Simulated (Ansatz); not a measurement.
# CH2Cl2GaN: one molecule under many settings

Aim: run CH2Cl2GaN under a spread of inputs, and see what each costs and gives.

The runs use Ansatz 0.2.0, Gaussian basis; the settings change from run to run.

### Step 1. The geometry

The geometry comes from an earlier relaxation with PBE0-D4 in a triple-zeta def2 set; it is a stationary point, not always the lowest conformer.

SMILES `C=[N][Ga]([Cl])[Cl]`, 7 atoms, charge 0, spin multiplicity 1.

Atoms are counted from 1 here; the program's logs count them from 0.

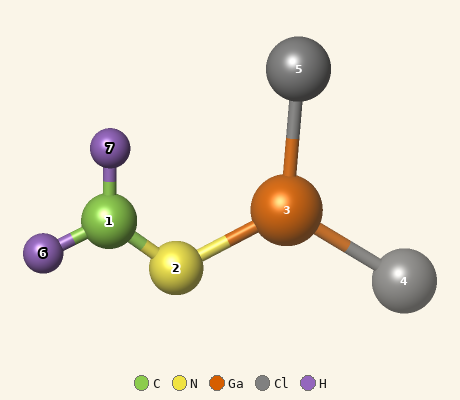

The geometry (carbon green, nitrogen yellow, gallium orange, chlorine grey, hydrogen purple); atoms are numbered from 1 in the order of the file.

### Step 2. BLYP/aug-cc-pVTZ

Options: the search for lower states set to off.

in.yaml

```yaml
crystal:
  periodic: [false, false, false]
  atoms:
    - {symbol: C, position_ang: [0.233307, 0.416523, 1.363907]}
    - {symbol: N, position_ang: [-0.343920, -0.536434, 0.769283]}
    - {symbol: Ga, position_ang: [-0.310100, -0.533939, -1.091294]}
    - {symbol: Cl, position_ang: [-1.239130, -2.069521, -2.212307]}
    - {symbol: Cl, position_ang: [0.674448, 1.030392, -2.168506]}
    - {symbol: H, position_ang: [0.228441, 0.439670, 2.461355]}
    - {symbol: H, position_ang: [0.756954, 1.253310, 0.877563]}
basis:
  gaussian: {orbitals: aug-cc-pVTZ}
hamiltonian: {xc: {name: BLYP}}
scf: {lower_state_search: off}
```

Command:

```bash
> ansatz run in.yaml --threads 4 --pin off --events-out ev --progress --plain --max-ram 10444MiB
```

Standard output:

```text
Functional definition: BLYP
  name "BLYP"
  cite "Becke, Phys. Rev. A 38, 3098 (1988) doi:10.1103/PhysRevA.38.3098"
  cite "Lee, Yang & Parr, Phys. Rev. B 37, 785 (1988) doi:10.1103/PhysRevB.37.785"
  parameter beta = 0.0042
  parameter a = 0.04918
  parameter b = 0.132
  parameter c = 0.2533
  parameter d = 0.349
  exchange = b88_x(beta = beta)
  correlation = lyp_c(a = a, b = b, c = c, d = d)
these checks for a lower state are left out or cut short: stability, starts, cluster_reference, orbital_swaps, neighbouring_geometries, increment
1655 factors; their error is unknown
mean field evaluation 1: about -79977.0833 eV, gradient 7.9e1 eV
mean field evaluation 2: about -79883.4836 eV, gradient 1.7e2 eV
mean field evaluation 4: about -79988.4555 eV, gradient 2.2e1 eV
mean field evaluation 8: about -79989.5246 eV, gradient 2.3e-1 eV
mean field evaluation 16: about -79989.4717 eV, gradient 7.4e-4 eV
mean field -79989.47167329 eV, -2939.5588651823 hartree, gradient 7.4e-6 eV, S^2 0.000000; 0 other end points of the search recorded, 0 dependent functions left out
reference -79989.47207717 eV, -2939.5588800246 hartree; 40, 40 occupied and 257, 257 virtual orbitals, 1655 factors
Total energy: -79989.47207717 eV, -2939.5588800246 hartree
Checks for a lower state left out: stability, starts, cluster_reference, orbital_swaps, neighbouring_geometries, increment
```

It took 1.4 s on 4 threads of INTEL XEON PLATINUM 8581C at 2.30GHz, shared host; peak memory 0.55 GiB.

### Step 3. RPA/def2-TZVPP

Options: the search for lower states set to light.

in.yaml, as its differences from that of step 2:

```diff
@@ -11,4 +11,5 @@
 basis:
-  gaussian: {orbitals: aug-cc-pVTZ}
-hamiltonian: {xc: {name: BLYP}}
-scf: {lower_state_search: off}
+  gaussian: {orbitals: def2-TZVPP}
+hamiltonian: {xc: {name: HF}}
+correlation: {method: rpa}
+scf: {lower_state_search: light}
```

Same command.

Standard output:

```text
Functional definition: HF
  name "HF"
  cite "Fock, Z. Phys. 61, 126 (1930) doi:10.1007/BF01340294"
  parent pbe
  exchange = exact_x
  correlation = 0
1359 factors; integrals over basis functions are off by at most 1.3e-3 eV
mean field evaluation 1: about -79887.0306 eV, gradient 3.4e1 eV
mean field evaluation 2: about -79887.2211 eV, gradient 3.4e1 eV
mean field evaluation 4: about -79889.9243 eV, gradient 4.0e0 eV
mean field evaluation 8: about -79889.9777 eV, gradient 2.8e-1 eV
mean field evaluation 16: about -79889.9784 eV, gradient 1.7e-6 eV
mean field -79889.97842097 eV, -2935.9025555983 hartree, gradient 1.7e-6 eV, S^2 0.000000; 0 other end points of the search recorded, 0 dependent functions left out
21 core orbitals not correlated: weight in the atoms' cores, before any rotation towards them, 1.000 or more for the frozen orbitals, at most 0.000 for the correlated occupied ones
reference -79889.97842097 eV, -2935.9025555983 hartree; 19, 19 occupied and 182, 182 virtual orbitals, 1359 factors
Total energy: -79919.01915345 eV, -2936.9697828324 hartree
```

It took 2.4 s on 4 threads of INTEL XEON PLATINUM 8581C at 2.30GHz, shared host; peak memory 0.55 GiB.

### Step 4. B97/pcseg-2

in.yaml, as its differences from that of step 3:

```diff
@@ -11,5 +11,3 @@
 basis:
-  gaussian: {orbitals: def2-TZVPP}
-hamiltonian: {xc: {name: HF}}
-correlation: {method: rpa}
-scf: {lower_state_search: light}
+  gaussian: {orbitals: pcseg-2}
+hamiltonian: {xc: {name: B97}}
```

Same command.

Standard output (excerpt; [...] marks lines left out):

```text
Functional definition: B97
  name "B97"
  cite "Becke, J. Chem. Phys. 107, 8554 (1997) doi:10.1063/1.475007"
[...]
      + integral(e_c_pw_opposite_spin*poly(b97_u_opposite, cos0, cos1, cos2))
1359 factors; their error is unknown
[...]
mean field -79982.06010563 eV, -2939.2864950945 hartree, gradient 8.1e-5 eV, S^2 0.000000; 0 other end points of the search recorded, 0 dependent functions left out
reference -79982.06013595 eV, -2939.2864962085 hartree; 40, 40 occupied and 159, 159 virtual orbitals, 1359 factors
Total energy: -79982.06013595 eV, -2939.2864962085 hartree
```

Wall time 2.5 s (4 threads of INTEL XEON PLATINUM 8581C at 2.30GHz, shared host); peak memory 0.55 GiB.

### Step 5. PBE/aug-cc-pVTZ

in.yaml, as its differences from that of step 4:

```diff
@@ -11,3 +11,4 @@
 basis:
-  gaussian: {orbitals: pcseg-2}
-hamiltonian: {xc: {name: B97}}
+  gaussian: {orbitals: aug-cc-pVTZ}
+hamiltonian: {xc: {name: PBE}}
+output: {forces: true}
```

Same command.

Standard output (excerpt; [...] marks lines left out):

```text
Functional definition: PBE
  name "PBE"
  cite "Perdew, Burke & Ernzerhof, Phys. Rev. Lett. 77, 3865 (1996) doi:10.1103/PhysRevLett.77.3865"
  parent pbe
[...]
1655 factors; their error is unknown
[...]
mean field -79967.21669525 eV, -2938.7410098240 hartree, gradient 1.8e-5 eV, S^2 0.000000; 0 other end points of the search recorded, 0 dependent functions left out
[...]
reference -79967.21676184 eV, -2938.7410122715 hartree; 40, 40 occupied and 257, 257 virtual orbitals, 1655 factors
Total energy: -79967.21676184 eV, -2938.7410122715 hartree
Atom 0 at     0.233307     0.416523     1.363907 Å, force     0.261176     0.436177     0.228877 eV/Å
Atom 1 at    -0.343920    -0.536434     0.769283 Å, force    -0.393763    -0.639668     0.064071 eV/Å
Atom 2 at    -0.310100    -0.533939    -1.091294 Å, force    -0.011510    -0.018759    -0.046934 eV/Å
Atom 3 at    -1.239130    -2.069521    -2.212307 Å, force    -0.167138    -0.276276    -0.188978 eV/Å
Atom 4 at     0.674448     1.030392    -2.168506 Å, force     0.188905     0.299577    -0.217985 eV/Å
Atom 5 at     0.228441     0.439670     2.461355 Å, force    -0.004157    -0.001586     0.242470 eV/Å
Atom 6 at     0.756954     1.253310     0.877563 Å, force     0.126487     0.200536    -0.081520 eV/Å
Dipole moment:     0.146090     0.247474     0.373475 e Å
```

Run time: 2.4 s. Hardware: 4 threads of INTEL XEON PLATINUM 8581C at 2.30GHz, shared host; peak memory 0.56 GiB.

Largest force 0.754 eV/Å, dipole 2.26 D.

### Step 6. PBE-QIDH/pcseg-2

Options: high accuracy, the search for lower states set to off.

in.yaml, as its differences from that of step 5:

```diff
@@ -11,4 +11,6 @@
 basis:
-  gaussian: {orbitals: aug-cc-pVTZ}
-hamiltonian: {xc: {name: PBE}}
+  gaussian: {orbitals: pcseg-2}
+hamiltonian: {xc: {name: PBE-QIDH}}
+accuracy: high
+scf: {lower_state_search: off}
 output: {forces: true}
```

The command is unchanged.

Standard output (excerpt; [...] marks lines left out):

```text
Functional definition: PBE-QIDH
  name "PBE-QIDH"
  cite "Brémond, Sancho-García, Pérez-Jiménez & Adamo, J. Chem. Phys. 141, 031101 (2014) doi:10.1063/1.4890314"
  cite "Perdew, Burke & Ernzerhof, Phys. Rev. Lett. 77, 3865 (1996) doi:10.1103/PhysRevLett.77.3865"
[...]
3355 factors; integrals over basis functions are off by at most 3.8e-8 eV
[...]
mean field -79945.92902471 eV, -2937.9587023610 hartree, gradient 3.4e-8 eV, S^2 0.000000; 0 other end points of the search recorded, 0 dependent functions left out
21 core orbitals not correlated: weight in the atoms' cores, before any rotation towards them, 1.000 or more for the frozen orbitals, at most 0.000 for the correlated occupied ones
reference -79945.92902606 eV, -2937.9587024107 hartree; 19, 19 occupied and 159, 159 virtual orbitals, 3355 factors
second order -26.30857882 eV of doubles, -0.00000000 eV of singles
[...]
Total energy: -79954.69855233 eV, -2938.2809765570 hartree
Atom 0 at     0.233307     0.416523     1.363907 Å, force     0.107993     0.187560     0.180777 eV/Å
Atom 1 at    -0.343920    -0.536434     0.769283 Å, force    -0.003700    -0.018219    -0.328791 eV/Å
Atom 2 at    -0.310100    -0.533939    -1.091294 Å, force     0.018660     0.031317    -0.007513 eV/Å
Atom 3 at    -1.239130    -2.069521    -2.212307 Å, force     0.132713     0.218898     0.155628 eV/Å
Atom 4 at     0.674448     1.030392    -2.168506 Å, force    -0.152741    -0.242791     0.170783 eV/Å
Atom 5 at     0.228441     0.439670     2.461355 Å, force     0.010969     0.008466    -0.261443 eV/Å
Atom 6 at     0.756954     1.253310     0.877563 Å, force    -0.113895    -0.185230     0.090559 eV/Å
Dipole moment:     0.160514     0.270443     0.359291 e Å
Checks for a lower state left out: starts, cluster_reference, orbital_swaps, neighbouring_geometries, increment
```

Run time: 20 s. Hardware: 4 threads of INTEL XEON PLATINUM 8581C at 2.30GHz, shared host; peak memory 1.2 GiB.

Largest force 0.334 eV/Å, dipole 2.29 D.

### Step 7. B3LYP5/def2-mTZVPP

Set apart from the defaults: atoms shaken by 0.03 Å, the search for lower states set to off.

in.yaml

```yaml
crystal:
  periodic: [false, false, false]
  atoms:
    - {symbol: C, position_ang: [0.191237, 0.405856, 1.407610]}
    - {symbol: N, position_ang: [-0.311510, -0.539738, 0.801661]}
    - {symbol: Ga, position_ang: [-0.303651, -0.580857, -1.070275]}
    - {symbol: Cl, position_ang: [-1.249276, -2.079536, -2.217799]}
    - {symbol: Cl, position_ang: [0.622818, 1.017982, -2.177310]}
    - {symbol: H, position_ang: [0.235358, 0.383596, 2.450456]}
    - {symbol: H, position_ang: [0.722044, 1.303666, 0.822881]}
basis:
  gaussian: {orbitals: def2-mTZVPP}
hamiltonian: {xc: {name: B3LYP5}}
scf: {lower_state_search: off}
output: {forces: true}
```

The command is unchanged.

Standard output (excerpt; [...] marks lines left out):

```text
Functional definition: B3LYP5
  name "B3LYP5"
  cite "Stephens, Devlin, Chabalowski & Frisch, J. Phys. Chem. 98, 11623 (1994) doi:10.1021/j100096a001"
  cite "Becke, Phys. Rev. A 38, 3098 (1988) doi:10.1103/PhysRevA.38.3098"
  cite "Lee, Yang & Parr, Phys. Rev. B 37, 785 (1988) doi:10.1103/PhysRevB.37.785"
  cite "Vosko, Wilk & Nusair, Can. J. Phys. 58, 1200 (1980) doi:10.1139/p80-159"
[...]
1297 factors; integrals over basis functions are off by at most 1.5e-3 eV
[...]
mean field -79980.31676815 eV, -2939.2224286235 hartree, gradient 3.8e-6 eV, S^2 0.000000; 0 other end points of the search recorded, 0 dependent functions left out
[...]
reference -79980.31703273 eV, -2939.2224383468 hartree; 40, 40 occupied and 103, 103 virtual orbitals, 1297 factors
Total energy: -79980.31703273 eV, -2939.2224383468 hartree
Atom 0 at     0.191237     0.405856     1.407610 Å, force     2.208323     3.176695    -2.337205 eV/Å
Atom 1 at    -0.311510    -0.539738     0.801661 Å, force    -1.291087    -2.276676    -1.073891 eV/Å
Atom 2 at    -0.303651    -0.580857    -1.070275 Å, force     0.036978     0.344775     0.282704 eV/Å
Atom 3 at    -1.249276    -2.079536    -2.217799 Å, force    -0.243042    -0.465476    -0.226362 eV/Å
Atom 4 at     0.622818     1.017982    -2.177310 Å, force     0.167634     0.212416    -0.127960 eV/Å
Atom 5 at     0.235358     0.383596     2.450456 Å, force     0.048257     0.312572     1.964733 eV/Å
Atom 6 at     0.722044     1.303666     0.822881 Å, force    -0.927064    -1.304306     1.517982 eV/Å
Dipole moment:     0.135007     0.184926     0.380194 e Å
Checks for a lower state left out: stability, starts, cluster_reference, orbital_swaps, neighbouring_geometries, increment
```

Wall time 1.2 s (4 threads of INTEL XEON PLATINUM 8581C at 2.30GHz, shared host).

Largest force 4.520 eV/Å, dipole 2.13 D.

### Step 8. PBE-QIDH/aug-pcseg-2

in.yaml

```yaml
crystal:
  periodic: [false, false, false]
  atoms:
    - {symbol: C, position_ang: [0.233307, 0.416523, 1.363907]}
    - {symbol: N, position_ang: [-0.343920, -0.536434, 0.769283]}
    - {symbol: Ga, position_ang: [-0.310100, -0.533939, -1.091294]}
    - {symbol: Cl, position_ang: [-1.239130, -2.069521, -2.212307]}
    - {symbol: Cl, position_ang: [0.674448, 1.030392, -2.168506]}
    - {symbol: H, position_ang: [0.228441, 0.439670, 2.461355]}
    - {symbol: H, position_ang: [0.756954, 1.253310, 0.877563]}
basis:
  gaussian: {orbitals: aug-pcseg-2}
hamiltonian: {xc: {name: PBE-QIDH}}
output: {forces: true}
```

The command is unchanged.

Standard output (excerpt; [...] marks lines left out):

```text
Functional definition: PBE-QIDH
  name "PBE-QIDH"
  cite "Brémond, Sancho-García, Pérez-Jiménez & Adamo, J. Chem. Phys. 141, 031101 (2014) doi:10.1063/1.4890314"
  cite "Perdew, Burke & Ernzerhof, Phys. Rev. Lett. 77, 3865 (1996) doi:10.1103/PhysRevLett.77.3865"
[...]
1891 factors; integrals over basis functions are off by at most 1.1e-3 eV
[...]
mean field -79946.02595908 eV, -2937.9622646335 hartree, gradient 2.4e-6 eV, S^2 0.000000; 0 other end points of the search recorded, 0 dependent functions left out
21 core orbitals not correlated: weight in the atoms' cores, before any rotation towards them, 1.000 or more for the frozen orbitals, at most 0.000 for the correlated occupied ones
reference -79946.02598276 eV, -2937.9622655037 hartree; 19, 19 occupied and 257, 257 virtual orbitals, 1891 factors
second order -27.04661288 eV of doubles, -0.00000000 eV of singles
[...]
Total energy: -79955.04152039 eV, -2938.2935804005 hartree
Atom 0 at     0.233307     0.416523     1.363907 Å, force     0.114425     0.198689     0.205374 eV/Å
Atom 1 at    -0.343920    -0.536434     0.769283 Å, force    -0.002439    -0.016858    -0.353607 eV/Å
Atom 2 at    -0.310100    -0.533939    -1.091294 Å, force     0.010100     0.019081     0.050806 eV/Å
Atom 3 at    -1.239130    -2.069521    -2.212307 Å, force     0.106944     0.176511     0.132389 eV/Å
Atom 4 at     0.674448     1.030392    -2.168506 Å, force    -0.121931    -0.193726     0.141046 eV/Å
Atom 5 at     0.228441     0.439670     2.461355 Å, force     0.006342     0.001097    -0.256214 eV/Å
Atom 6 at     0.756954     1.253310     0.877563 Å, force    -0.113441    -0.184795     0.080206 eV/Å
Dipole moment:     0.158853     0.267541     0.351798 e Å
```

It took 17 s on 4 threads of INTEL XEON PLATINUM 8581C at 2.30GHz, shared host; peak memory 1.3 GiB.

Largest force 0.354 eV/Å, dipole 2.26 D.

### Step 9. B97/aug-cc-pVDZ

Options: charge -1, multiplicity 2, density fitting with cc-pVTZ-jkfit.

in.yaml, as its differences from that of step 8:

```diff
@@ -11,4 +11,6 @@
 basis:
-  gaussian: {orbitals: aug-pcseg-2}
-hamiltonian: {xc: {name: PBE-QIDH}}
+  gaussian: {orbitals: aug-cc-pVDZ, fitting: {mean_field: cc-pVTZ-jkfit}}
+total_charge: -1
+magnetization: {spin_polarized: true, initial_magnetization: 1}
+hamiltonian: {xc: {name: B97}}
 output: {forces: true}
```

Same command.

Standard output (excerpt; [...] marks lines left out):

```text
Functional definition: B97
  name "B97"
  cite "Becke, J. Chem. Phys. 107, 8554 (1997) doi:10.1063/1.475007"
[...]
      + integral(e_c_pw_opposite_spin*poly(b97_u_opposite, cos0, cos1, cos2))
667 factors; integrals over basis functions are off by at most 3.5e-1 eV
[...]
mean field -79978.77060730 eV, -2939.1656082604 hartree, gradient 3.4e-7 eV, S^2 0.757212; 10 other end points of the search recorded, 0 dependent functions left out
[...]
reference -79978.77069393 eV, -2939.1656114440 hartree; 41, 40 occupied and 113, 114 virtual orbitals, 667 factors
Total energy: -79978.77069393 eV, -2939.1656114440 hartree
Atom 0 at     0.233307     0.416523     1.363907 Å, force     1.346670     2.235745     1.708662 eV/Å
Atom 1 at    -0.343920    -0.536434     0.769283 Å, force    -1.403398    -2.329614    -2.095234 eV/Å
Atom 2 at    -0.310100    -0.533939    -1.091294 Å, force    -0.125159    -0.162637     1.939127 eV/Å
Atom 3 at    -1.239130    -2.069521    -2.212307 Å, force    -0.716740    -1.185315    -1.019510 eV/Å
Atom 4 at     0.674448     1.030392    -2.168506 Å, force     0.686237     1.090071    -0.903402 eV/Å
Atom 5 at     0.228441     0.439670     2.461355 Å, force     0.045079     0.081306     0.384537 eV/Å
Atom 6 at     0.756954     1.253310     0.877563 Å, force     0.167312     0.270445    -0.014181 eV/Å
Dipole moment:     0.069223     0.105241    -0.356455 e Å
```

It took 18 s on 4 threads of INTEL XEON PLATINUM 8581C at 2.30GHz, shared host; peak memory 0.75 GiB.

Largest force 3.433 eV/Å, ⟨S²⟩ 0.757.

### Step 10. LC-wPBE/def2-SVP

Set apart from the defaults: the search for lower states set to full.

in.yaml, as its differences from that of step 9:

```diff
@@ -11,6 +11,4 @@
 basis:
-  gaussian: {orbitals: aug-cc-pVDZ, fitting: {mean_field: cc-pVTZ-jkfit}}
-total_charge: -1
-magnetization: {spin_polarized: true, initial_magnetization: 1}
-hamiltonian: {xc: {name: B97}}
-output: {forces: true}
+  gaussian: {orbitals: def2-SVP}
+hamiltonian: {xc: {name: LC-wPBE}}
+scf: {lower_state_search: full}
```

The command is unchanged.

Standard output (excerpt; [...] marks lines left out):

```text
Functional definition: LC-wPBE
  name "LC-wPBE"
  cite "Vydrov & Scuseria, J. Chem. Phys. 125, 234109 (2006) doi:10.1063/1.2409292"
  cite "Heyd & Scuseria, J. Chem. Phys. 120, 7274 (2004) doi:10.1063/1.1668634"
  cite "Ernzerhof & Perdew, J. Chem. Phys. 109, 3313 (1998) doi:10.1063/1.476928"
  cite "Perdew, Burke & Ernzerhof, Phys. Rev. Lett. 77, 3865 (1996) doi:10.1103/PhysRevLett.77.3865"
  parent pbe
[...]
1191 factors; their error is unknown
343 factors; integrals over basis functions are off by at most 1.6e-5 eV
[...]
mean field -79953.33011558 eV, -2938.2306874341 hartree, gradient 6.1e-5 eV, S^2 0.000000; 0 other end points of the search recorded, 0 dependent functions left out
reference -79953.33011559 eV, -2938.2306874343 hartree; 40, 40 occupied and 66, 66 virtual orbitals, 1191 factors
Total energy: -79953.33011559 eV, -2938.2306874343 hartree
```

Wall time 0.7 s (4 threads of INTEL XEON PLATINUM 8581C at 2.30GHz, shared host).

### Step 11. All runs side by side

| level | charge | multiplicity | geometry | functions | energy (eV) | time |
| --- | --- | --- | --- | --- | --- | --- |
| BLYP/aug-cc-pVTZ | 0 | 1 | relaxed | 297 | -79989.472 | 1.4 s |
| RPA/def2-TZVPP | 0 | 1 | relaxed | 222 | -79919.019 | 2.4 s |
| B97/pcseg-2 | 0 | 1 | relaxed | 199 | -79982.060 | 2.5 s |
| PBE/aug-cc-pVTZ | 0 | 1 | relaxed | 297 | -79967.217 | 2.4 s |
| PBE-QIDH/pcseg-2 | 0 | 1 | relaxed | 199 | -79954.699 | 20 s |
| B3LYP5/def2-mTZVPP | 0 | 1 | shaken | 143 | -79980.317 | 1.2 s |
| PBE-QIDH/aug-pcseg-2 | 0 | 1 | relaxed | 297 | -79955.042 | 17 s |
| B97/aug-cc-pVDZ | -1 | 2 | relaxed | 154 | -79978.771 | 18 s |
| LC-wPBE/def2-SVP | 0 | 1 | relaxed | 106 | -79953.330 | 0.7 s |

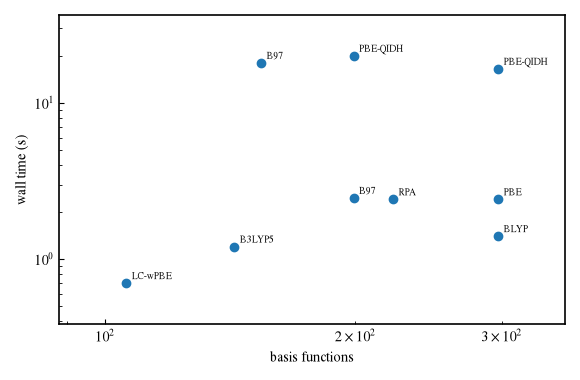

Wall time against the number of basis functions (shared host).

### Step 12. Summary of results

```
                                         quantity                    value
                                             runs                        9
                                         quickest  LC-wPBE/def2-SVP, 0.7 s
                                          slowest   PBE-QIDH/pcseg-2, 20 s
spread of total energies, same state and geometry                  70.5 eV
                  dipole, same state and geometry           2.26 to 2.29 D
```

In words: PBE-QIDH/pcseg-2 took 29 times as long as LC-wPBE/def2-SVP. The jobs differ in tasks and options as well as level. The totals spread over 70 eV; they can't be compared across methods or bases. At the PBE0-D4/def2-TZVP geometry and in the same state, the sound runs without point charges leave forces up to 0.75 eV/Å (PBE/aug-cc-pVTZ), against 4.5 eV/Å where the atoms were moved. At that geometry and state the dipole changes by 2 % between the lowest and highest value.
